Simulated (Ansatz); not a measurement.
# Fe wire along [110], 3 atoms a period: bands by functional and under strain, part 2 of 4

Aim: is the Fe wire along [110], 3 atoms a period a metal or a semiconductor?

Ansatz 0.2.0; DFT PBE, plane waves, PAW; relaxation of a wire's period (the session's first sound run).

So far: Starting point; Relaxation of atoms and period.

### Step 2. Relaxation of atoms and period (continued)

The steps of the relaxation (22 of 37):

| step | energy less that of the first step (eV) | largest force component (eV/Å) | pressure (GPa) | volume (Å³) |
| --- | --- | --- | --- | --- |
| 1 | 0.0000 | 2.0064 | -2.37 | 289.36 |
| 3 | -0.8671 | 1.8479 | 0.39 | 266.48 |
| 4 | -1.2537 | 0.9107 | -0.13 | 252.01 |
| 6 | -1.9699 | 0.1799 | -1.23 | 223.50 |
| 8 | -2.4578 | 0.1231 | -0.47 | 195.31 |
| 10 | -2.5048 | 0.3460 | 0.69 | 183.87 |
| 11 | -2.5108 | 0.1863 | -0.20 | 183.28 |
| 13 | -2.5151 | 0.3741 | 0.16 | 172.94 |
| 15 | -2.5420 | 0.0201 | 0.13 | 176.32 |
| 16 | -2.5423 | 0.0048 | 0.13 | 176.53 |
| 18 | -2.5426 | 0.0264 | 0.16 | 176.57 |
| 20 | -2.5398 | 0.2595 | -0.27 | 176.77 |
| 22 | -2.5455 | 0.0200 | 0.11 | 176.39 |
| 23 | -2.5449 | 0.1495 | -0.09 | 176.50 |
| 25 | -2.5465 | 0.0065 | 0.09 | 176.84 |
| 27 | -2.5469 | 0.0223 | 0.18 | 176.17 |
| 28 | -2.5474 | 0.0206 | 0.10 | 176.36 |
| 30 | -2.5476 | 0.0264 | 0.06 | 176.67 |
| 32 | -2.5480 | 0.0287 | 0.07 | 176.59 |
| 34 | -2.5482 | 0.0109 | 0.10 | 176.57 |
| 35 | -2.5482 | 0.0105 | 0.12 | 176.59 |
| 37* | -2.5420 | 0.0008 | 0.11 | 176.58 |

Relaxation steps marked * repeat the geometry before them on a plane-wave basis chosen anew for their cell, so energy and pressure can jump there. Other such steps can lie between the rows shown. Relaxation steps 13, 17, 20, 23, 26 were tried and not accepted.

The run keeps the 2 symmetry operations that it works with, so distortions that break them were not tested.

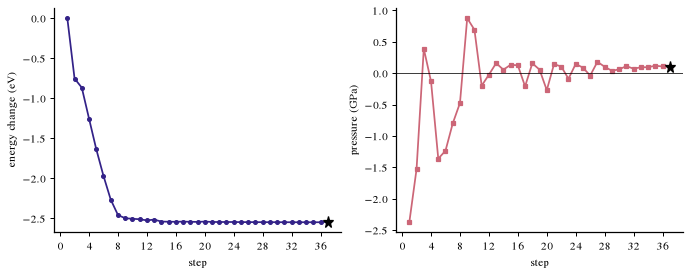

Energy and pressure along the relaxation. Stars mark steps on a basis chosen anew.

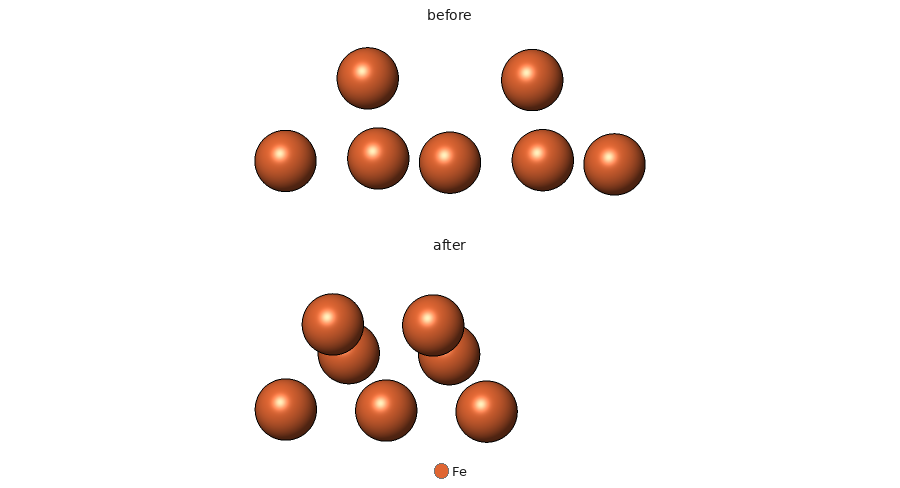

The structure before and after the relaxation, drawn at the same scale.

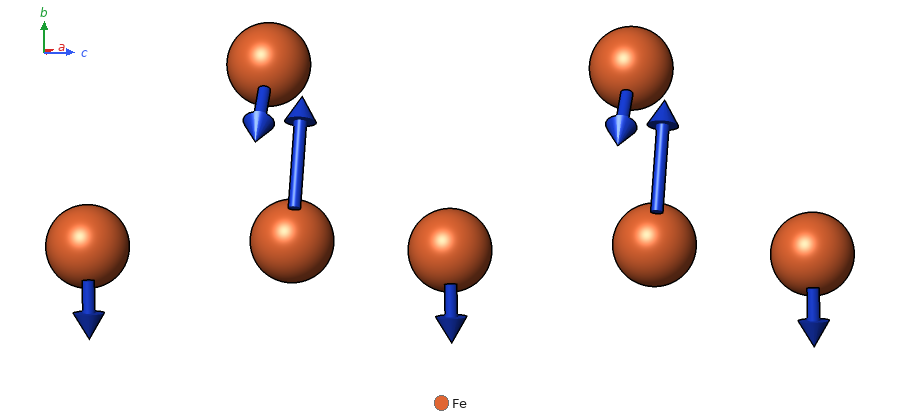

Displacements in the relaxation, exaggerated, measured against the changing cell; the longest in the cell stands for 0.88 Å. 1×1×2 cells are drawn. Some periodic images of atoms are drawn too.

| cell as run | before | after | change |
| --- | --- | --- | --- |
| c (Å) | 4.002 | 2.442 | -39.0 % |

The atoms that moved most (Å, along periodic axes as changes of fractional coordinates times the final cell, across vacuum about the mean position):

| atom | dx | dy | dz | length |
| --- | --- | --- | --- | --- |
| Fe3 | 0.333 | 0.820 | 0.000 | 0.885 |
| Fe2 | -0.381 | -0.371 | 0.000 | 0.532 |
| Fe1 | 0.048 | -0.448 | 0.000 | 0.451 |

Final coordinates:

```xyz
3
Lattice="8.2150 0.0000 0.0000 0.0000 8.8010 0.0000 0.0000 0.0000 2.4424" Properties=species:S:1:pos:R:3
Fe    3.4475    2.9516    0.0000
Fe    3.0191    5.0299    1.2212
Fe    5.1484    4.2196    1.2212
```

Numbers from this step:

| Quantity | Value |
| --- | --- |
| energy at zero smearing | -13435.8663 eV |
| total moment | 9.318 μB |
| absolute moment | 9.581 μB |
| cell length along the wire | 2.442 Å |

Site moment by atom:

| atom | site moment (μB) |
| --- | --- |
| Fe1 | 2.81 |
| Fe2 | 2.81 |
| Fe3 | 2.81 |

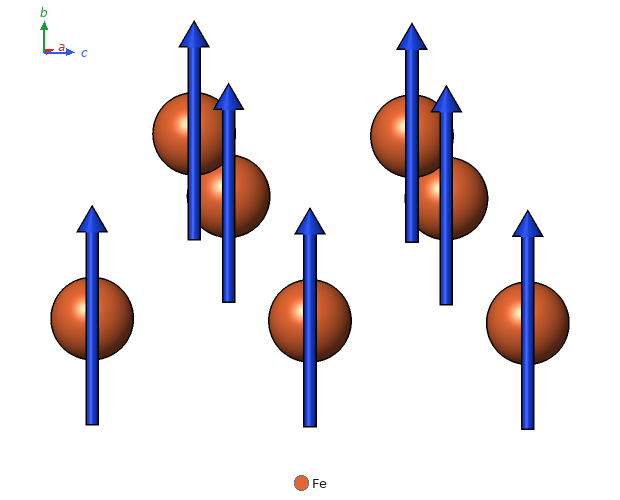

Site moment as arrows, the longest 2.81 μB. Up and down stand for the sign. Arrows give size and sign along the axis of quantisation, drawn up and down the page. 1×1×2 cells are drawn. Some periodic images of atoms are drawn too.

The cell's length comes to 2.442 Å with an absolute moment of 9.58 μB a cell. That is -39 % against the start, more than a small adjustment. 3 contacts a cell pass between under 1.1 and over 1.27 times the sum of covalent radii, so the wire has rearranged from the shape that names it.

### Step 3. The perfect wire

This step: DFT PBE, plane waves, PAW; channels and complex bands of a perfect wire (Ansatz 0.2.0).

At the relaxed period the Bloch states of the perfect wire are found at each energy: those that move forward count the open channels, and those that decay describe how a disturbance dies away inside the wire itself. An energy step of 0.035 eV is under the 0.039 eV that the program asks for its thermal average at 300 K.

The input, input.yaml:

```yaml
crystal:
  lattice:
    - [8.215, 0.0, 0.0]
    - [0.0, 8.801, 0.0]
    - [0.0, 0.0, 2.442352893]
  atoms:
    - { symbol: Fe, position: [0.419659388, 0.33537599, 0.0], spin: 2.81 }
    - { symbol: Fe, position: [0.367508195, 0.571511073, 0.5], spin: 2.81 }
    - { symbol: Fe, position: [0.626709471, 0.479445419, 0.5], spin: 2.81 }
magnetization:
  spin_polarized: true
kpoints:
  mp_grid: { grid: [1, 1, 33] }
  band_path: { path: ["Γ", Z], npoints: 50 }
scf:
  occupations: { method: fermi_dirac, width: 0.05 }
hamiltonian:
  xc: pbe
output:
  transmission:
    e_range: [-2, 2]
    de: 0.035
    kmesh: [1, 1]
    reduced_basis: true
    leads: [[0, 0]]
  dos: { e_range: [-5, 4] }
  write_potential: true
  write_density: true
  volumetric_format: npy
  elf: true
```

On the command line:

```bash
$ ansatz run input.yaml --threads 4 --pin off --max-ram 16384MiB --backend cpu --events-out ev --progress --plain --runs-dir out
```

Numbers of over 12 decimals in the logs are rounded to 6 here.

The log of the run:

```text
[...]
Crystal: 3 atoms, lattice volume = 176.583 Å³
Basis set: ecut = 420 eV, 3443 PW (Γ)
Bands: 34, of which v1, the nominal top of the filled ones, is band 24 counted from 1 (23 counted from 0)
Symmetry: 2 space group operations
[...]
k-points: 17 of 33
[...]
Starting moments: Σ|m| = 8.43 μB on 3 of 3 sites
[...]
SCF iter   1: F=—  HF=-13434.611873 eV  |F-HF|=—  |Δ(HF+E_count)|=         —  Δρ=2.84e-2 (↑2.75e-2 ↓2.84e-2)  dr2=8.16e0  dr2_m=8.29e-1  M=8.979 μB ∫|m|=9.046 μB  β_m=0.30  ethr=3.10e-3  ⟨swp⟩=8.9  Hψ=5708  notcnv=0
[...]
SCF iter  12: F=-13435.884835 eV  HF=-13435.884835 eV  |F-HF|=1.92e-8  |Δ(HF+E_count)|=   6.03e-8  Δρ=2.91e-6 (↑1.52e-6 ↓2.91e-6)  dr2=2.85e-8  dr2_m=2.51e-9  M=9.245 μB ∫|m|=9.518 μB  ethr=5.50e-11  ⟨swp⟩=7.7  Hψ=4467  notcnv=0
SCF 1 converged in 12 iterations: F = -13435.884835 eV  dr2 = 2.85e-8
[...]
transmission: 8 of 48 steps passed
transmission: 12 of 48 steps passed
[...]
transmission: 48 of 48 steps passed
WARN: The output density's exchange-correlation potential varies sharply where the density is thin. Do not read a vacuum level from v_tot or v_xc, or from such a field of the output density. On a cell that repeats whose density bears no net charge and no dipole along the vacuum's axis use v_es (v_loc + v_h of the components); under efield.dipole_correction with no amplitude use v_es + v_field, which holds any externa [...]
NSCF: frozen V_eff on 51 k-points
SCF converged after 12 iterations
Magnetization: 9.2445 μB (28.6223 up, 19.3777 down)
Absolute magnetization: 9.5192 μB (∫|ρ↑−ρ↓|, with the PAW one-centre terms)
[...]
Per-site moments (μB) at R_I (Å): [(2.789102586514, 1.007471), (2.793926, 0.939796), (2.793994, 0.939796)]
Free energy (F): -13435.884835 eV
[...]
Internal energy: -13435.862375 eV  (E = F + TS)
E sigma→0 (E₀):  -13435.873605 eV
Entropy (-TS):   -0.022460 eV (-7.487 meV/atom)
Fermi energy:    0.663467 eV
[...]
--- Band table (eV; the first three rows and the last of 34) ---
  k-point 0 ↑: bands = [... 20 lower, -1.5585, -1.4883, -1.0175, -1.0001, -0.9951, -0.5863, -0.4983, -0.4632, ... 6 higher]
  k-point 1 ↑: bands = [... 20 lower, -1.5284, -1.4865, -1.1341, -1.0421, -0.8960, -0.5930, -0.5204, -0.3707, ... 6 higher]
  k-point 2 ↑: bands = [... 20 lower, -1.5029, -1.4824, -1.2660, -1.1404, -0.8009, -0.6875, -0.4125, -0.3214, ... 6 higher]
  k-point 16 ↓: bands = [... 20 lower, 1.4746, 1.6078, 1.7769, 1.7842, 2.1272, 2.2855, 2.7905, 3.6796, ... 6 higher]
--- Transmission ---
  basis      : 635 plane waves across, 4 finite elements along
  points     : 1, standing for a mesh of 1 x 1
  filling    : by the input's occupations and mesh, since the crystals that have channels conduct as metals do. If one of these is a semiconductor, that mesh has misplaced its level
  energies   : 115 from -2.000000 to 1.990000 eV about the Fermi level, 0.035000 eV apart; the leads are filled to 0.000000 eV, and channels, transmission and decay are at -0.005000 eV
  crystal 0  : Fe3, at the sites [0, 0], period 2.4424 Å: whole cells are its period
    offset         : up to 0.0000 Å between an atom of the period and one for which it stands
    filled         : 1.5 meV over the level at which it is neutral
    channels       : 3.000000e0 up, 5.000000e0 down
    conductance    : 4.2556e14 S/m² at 300 K; may be off by some 0.0 % by where its bands' edges are placed, 0.0 % from the distance to neutral
```

Run time: 3.7 min. Hardware: 4 threads of Arm Neoverse V1, shared host; peak memory 1.3 GiB.

This step gave:

| Quantity | Value |
| --- | --- |
| energy at zero smearing | -13435.8736 eV |
| total moment | 9.245 μB |
| absolute moment | 9.519 μB |
| channels at the energy nearest the Fermi level, spin up | 3 |
| channels at the energy nearest the Fermi level, spin down | 5 |
| conductance of the lead as this run defines it | 3.971 G₀ |
| band gap | 0 eV |

Table of open channels of the lead by energy, zero at the Fermi level:

| energy (eV) | spin up | spin down |
| --- | --- | --- |
| -2.000 | 5 | 3 |
| -1.510 | 7 | 2 |
| -0.985 | 6 | 2 |
| -0.495 | 3 | 3 |
| -0.005 | 3 | 5 |
| 0.485 | 3 | 4 |
| 1.010 | 4 | 4 |
| 1.500 | 5 | 6 |

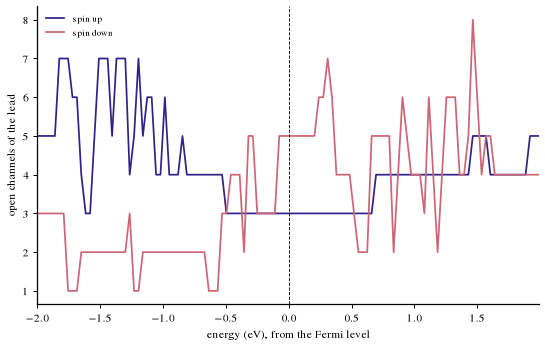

Open channels of the lead against energy.

Spin up; the slowest values at each energy, most degenerate partners merged, listed up to 1.5 1/Å. The Im kz of the slowest decaying states by energy, zero at the Fermi level:

| energy (eV) | decay 1 (Å⁻¹) | decay 2 (Å⁻¹) | decay 3 (Å⁻¹) | decay 4 (Å⁻¹) |
| --- | --- | --- | --- | --- |
| -2.000 | 0.0932 | 0.189 | 0.213 | 0.398 |
| -1.510 | 0.101 | 0.199 | 0.340 | 0.362 |
| -0.985 | 0.221 | 0.405 | 0.456 | 0.550 |
| -0.495 | 0.0687 | 0.188 | 0.234 | 0.414 |
| -0.005 | 0.208 | 0.306 | 0.367 | 0.426 |
| 0.485 | 0.131 | 0.306 | 0.398 | 0.507 |
| 1.010 | 0.240 | 0.338 | 0.618 | 0.731 |
| 1.500 | 0.242 | 0.700 | 0.751 | 0.823 |

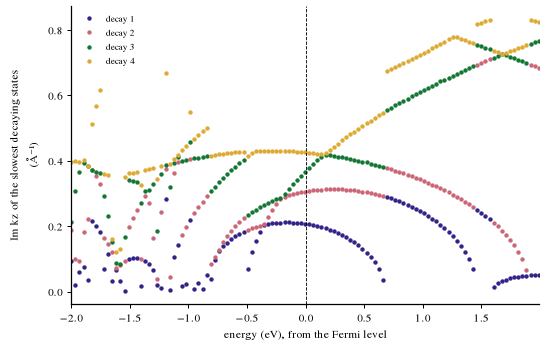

Im kz of the slowest decaying states against energy.

Spin down; the slowest values at each energy, most degenerate partners merged, listed up to 1.5 1/Å. The Im kz of the slowest decaying states by energy, zero at the Fermi level:

| energy (eV) | decay 1 (Å⁻¹) | decay 2 (Å⁻¹) | decay 3 (Å⁻¹) | decay 4 (Å⁻¹) |
| --- | --- | --- | --- | --- |
| -2.000 | 0.517 | 0.570 | 0.609 | 0.612 |
| -1.510 | 0.139 | 0.326 | 0.331 | 0.459 |
| -0.985 | 0.139 | 0.257 | 0.305 | 0.474 |
| -0.495 | 0.0487 | 0.0780 | 0.321 | 0.335 |
| -0.005 | 0.166 | 0.369 | 0.439 | 0.465 |
| 0.485 | 0.143 | 0.211 | 0.264 | 0.368 |
| 1.010 | 0.0614 | 0.0908 | 0.152 | 0.217 |
| 1.500 | 0.0560 | 0.150 | 0.257 | 0.368 |

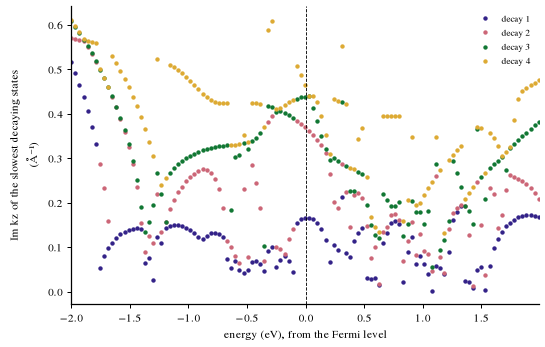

Im kz of the slowest decaying states against energy.

The electronic bands at the labelled points (eV, zero at the Fermi level):

| point | up 27 | up 28 | up 29 | up 30 | down 19 | down 20 | down 21 | down 22 |
| --- | --- | --- | --- | --- | --- | --- | --- | --- |
| Γ | -1.16 | -1.13 | -0.86 | -0.82 | -0.34 | 0.24 | 0.31 | 0.53 |
| Z | -0.51 | 1.59 | 2.35 | 4.13 | 0.28 | 0.51 | 0.82 | 0.94 |

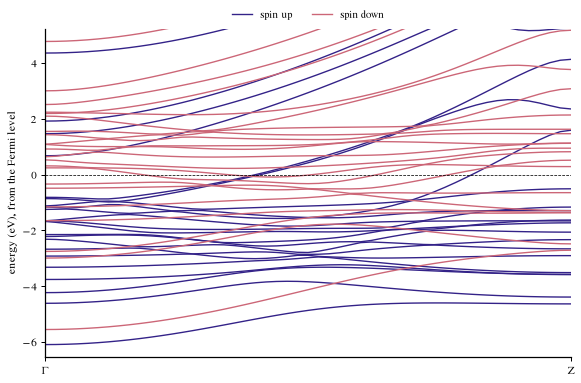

Electronic bands along the path; the two colours are the two spins.

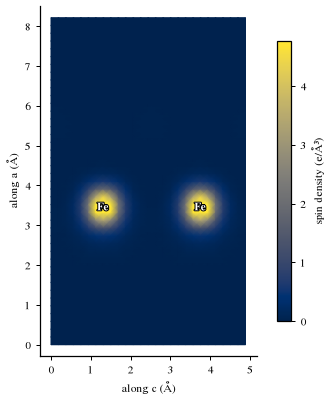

Spin density in the ca plane at fractional y = 0.335, with atoms of Fe within 0.2 Å of it. The map starts off the cell's origin, so that atoms lie inside it.

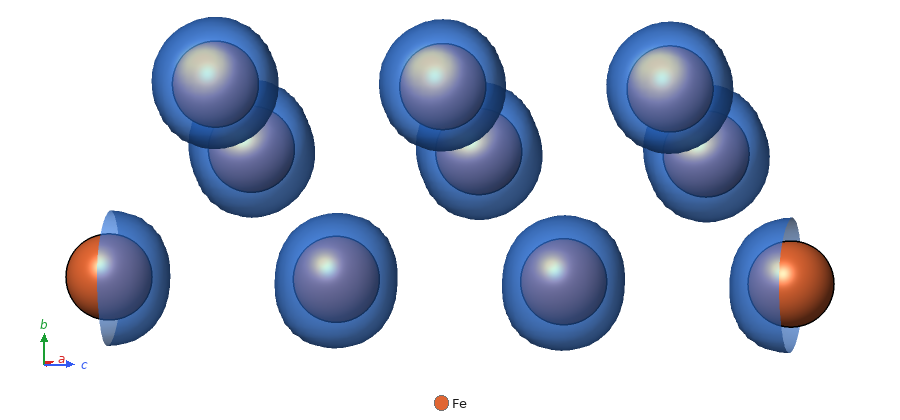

Surface of spin density = 0.47 e/Å³, which holds about 70 % of the integral of its size. 1×1×3 cells are drawn.

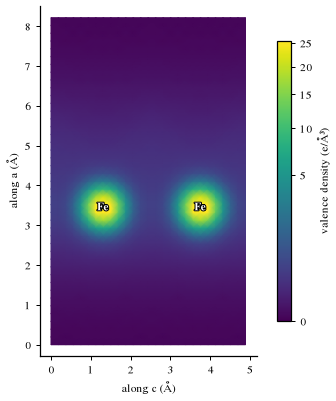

Valence density in the ca plane at fractional y = 0.335, with atoms of Fe within 0.2 Å of it. It is the smooth field of the valence electrons, not physical close to the nuclei. The map starts off the cell's origin, so that atoms lie inside it. The colour scale is stretched toward low values.

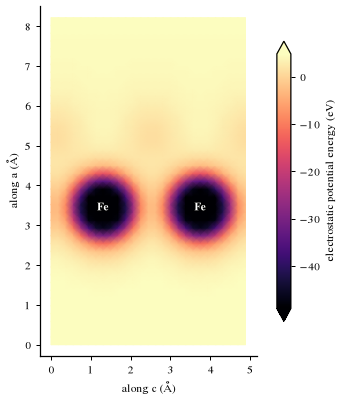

Electrostatic potential energy in the ca plane at fractional y = 0.335, with atoms of Fe within 0.2 Å of it. With pseudopotentials it is smooth inside the atoms' cores, unlike the true potential. The map starts off the cell's origin, so that atoms lie inside it.

By hand: the program gives 4.2556 × 10^14 S/m² over the cell's cross-section of 72.30 Å² = 7.230 × 10^-19 m², so one cell conducts 3.077 × 10^-4 S. Divided by G0 = 2e²/h = 7.748 × 10^-5 S this is 3.97 G0, a resistance of 3.25 kΩ.

At the computed energy nearest the Fermi level there are 3 spin-up and 5 spin-down channels, and the thermal average gives 3.97 G₀.

### Step 4. Another level of theory, level LDA, cutoff 420 eV

This step: DFT LDA, plane waves, PAW; bands of a perfect wire at the PBE geometry (Ansatz 0.2.0).

The atoms stay at the PBE geometry and the functional changes. At fixed atoms LDA and the gradient-corrected functionals usually give like bands; this run checks that. Against the first PBE run of this kind, the mesh along the wire has 25 points against 33.

input.yaml, the sections that differ from step 3:

```yaml
kpoints:
  mp_grid: { grid: [1, 1, 25] }
  band_path: { path: ["Γ", Z], npoints: 50 }
hamiltonian:
  xc: lda
# crystal, magnetization, scf: as in step 3
# output: removed
```

The log of the run:

```text
[...]
Crystal: 3 atoms, lattice volume = 176.583 Å³
Basis set: ecut = 420 eV, 3443 PW (Γ)
Bands: 34, of which v1, the nominal top of the filled ones, is band 24 counted from 1 (23 counted from 0)
Symmetry: 2 space group operations
[...]
k-points: 13 of 25
[...]
Starting moments: Σ|m| = 8.43 μB on 3 of 3 sites
[...]
SCF iter   1: F=—  HF=-13251.724469 eV  |F-HF|=—  |Δ(HF+E_count)|=         —  Δρ=2.88e-2 (↑2.22e-2 ↓2.88e-2)  dr2=8.42e0  dr2_m=6.31e-1  M=8.819 μB ∫|m|=8.865 μB  β_m=0.30  ethr=3.10e-3  ⟨swp⟩=8.8  Hψ=4400  notcnv=0
[...]
SCF iter  12: F=-13252.775952 eV  HF=-13252.775952 eV  |F-HF|=3.06e-8  |Δ(HF+E_count)|=   2.29e-9  Δρ=2.72e-6 (↑1.08e-6 ↓2.72e-6)  dr2=3.15e-8  dr2_m=1.40e-9  M=9.074 μB ∫|m|=9.216 μB  ethr=5.47e-11  ⟨swp⟩=8.3  Hψ=3232  notcnv=0
SCF 1 converged in 12 iterations: F = -13252.775952 eV  dr2 = 3.15e-8
[...]
SCF converged after 12 iterations
Magnetization: 9.0744 μB (28.5372 up, 19.4628 down)
Absolute magnetization: 9.2167 μB (∫|ρ↑−ρ↓|, with the PAW one-centre terms)
[...]
Per-site moments (μB) at R_I (Å): [(2.732386, 1.007471), (2.731359, 0.939796), (2.732690, 0.939796)]
Free energy (F): -13252.775952 eV
[...]
Internal energy: -13252.745890 eV  (E = F + TS)
E sigma→0 (E₀):  -13252.760921 eV
Entropy (-TS):   -0.030062 eV (-10.021 meV/atom)
Fermi energy:    0.291818 eV
[...]
--- Band table (eV; the first three rows and the last of 26) ---
  k-point 0 ↑: bands = [... 20 lower, -1.7285, -1.6544, -1.2371, -1.1931, -1.1751, -0.8064, -0.6690, -0.6369, ... 6 higher]
  k-point 1 ↑: bands = [... 20 lower, -1.6972, -1.6530, -1.3841, -1.2504, -1.0661, -0.7934, -0.7013, -0.5107, ... 6 higher]
  k-point 2 ↑: bands = [... 20 lower, -1.6991, -1.6646, -1.5456, -1.3749, -0.9566, -0.9098, -0.6438, -0.5325, ... 6 higher]
  k-point 12 ↓: bands = [... 20 lower, 1.0570, 1.1791, 1.3539, 1.3820, 1.6565, 1.8759, 2.4639, 3.3287, ... 6 higher]
```

Elapsed: 16 s, on 4 threads; peak memory 0.58 GiB.

This step gave:

- energy at zero smearing: -13252.7609 eV
- total moment: 9.074 μB
- absolute moment: 9.217 μB

Electronic bands along the path, in eV, zero at the Fermi level:

| point | up 27 | up 28 | up 29 | up 30 | down 19 | down 20 | down 21 | down 22 |
| --- | --- | --- | --- | --- | --- | --- | --- | --- |
| Γ | -0.96 | -0.93 | -0.68 | -0.65 | -0.34 | 0.21 | 0.29 | 0.44 |
| Z | -0.37 | 1.66 | 2.41 | 4.22 | 0.13 | 0.43 | 0.78 | 0.88 |

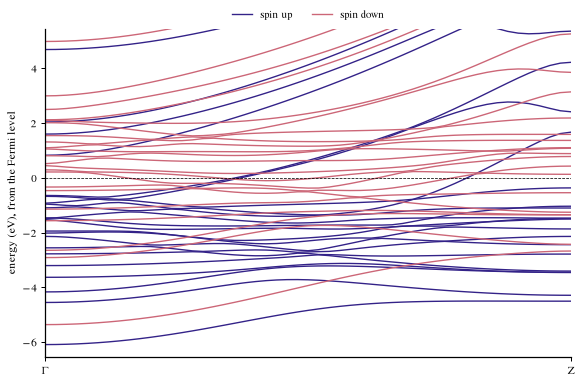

Electronic bands along the path; the two colours are the two spins.

Site moment by atom:

| atom | site moment (μB) |
| --- | --- |
| Fe1 | 2.73 |
| Fe2 | 2.73 |
| Fe3 | 2.73 |

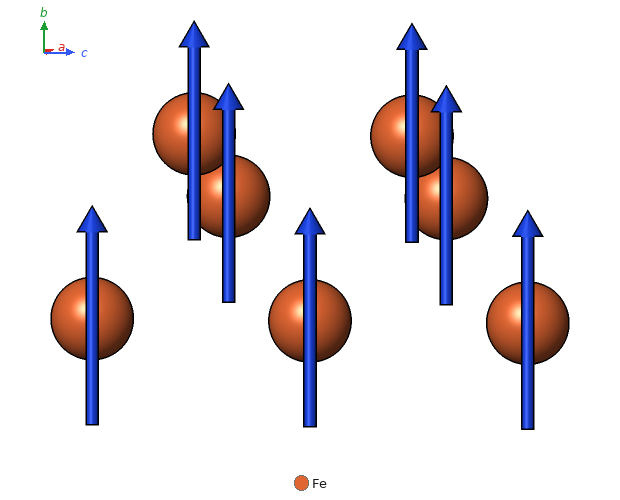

Site moment as arrows, the longest 2.73 μB. Up and down stand for the sign. Arrows give size and sign along the axis of quantisation, drawn up and down the page. 1×1×2 cells are drawn. Some periodic images of atoms are drawn too.

Bands cross the Fermi level, as under PBE at the relaxed period, with an absolute moment of 9.22 μB a cell.

(Part 2 of 4 ends here.)

[Logs are printed without paths, hosts, clocks, repeated set-up lines and the standing remarks that a program may print on its own settings, such as how far it seeks lower states.]

[Hosts, paths, dates, database ids (printed as entryN), source tags and the programs' standing remarks are cut or masked in the printed files.]
